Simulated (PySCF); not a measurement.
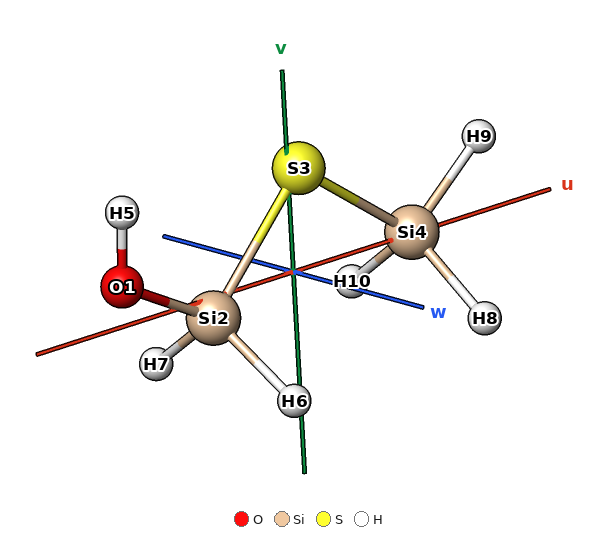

The lines u, v and w are the principal axes of the static dipole polarisability. Computed geometry: PBE0-D3(BJ)/def2-SVP optimisation. No frequency run is at hand to confirm it as a minimum. Level of theory: HF/def2-SVPD (PySCF 2.14.0).

Question: Along which axis is the molecule most polarisable, and along which least?

Answer: Most along u (close to the long direction O1···Si4), least along w.

Question: Give the three principal values.

Answer: u 86.6, v 71.1, w 63.2 bohr³; mean 73.6, anisotropy 20.6 bohr³.
